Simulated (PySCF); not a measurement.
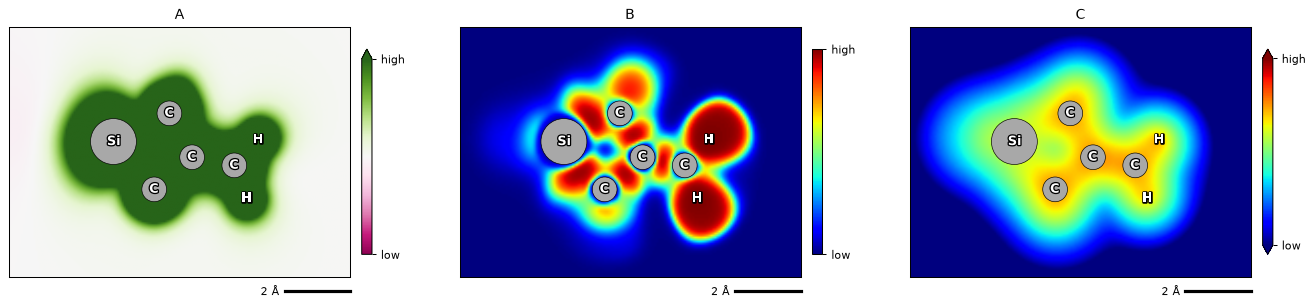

C4H7ClSi (SMILES C=C1C[SiH](Cl)C1): 3 fields on the plane of atoms C2, C6 and Si4, with unlabelled colour scales. Grey discs cover the atomic cores.

Geometry: GFN2-xTB.

All numbers below come from CAM-B3LYP/def2-SVPD, SCF density, gas phase in PySCF 2.14.0.

**The panels show electron density, electron localisation function and electrostatic potential in some order. Assign them.**

Panel A: electrostatic potential (strongly positive close to the atoms and fading to about zero outside). Panel B: electron localisation function. Panel C: electron density. From the grid: C–C (1.32 Å): ρ is about 2.4 e/Å³ halfway; the ELF peaks at about 0.95 between the atoms (a multiple bond). C–Si (1.91 Å): ρ at the midpoint is about 0.91 e/Å³; the ELF peaks at about 0.95 between the atoms; a covalent bond.
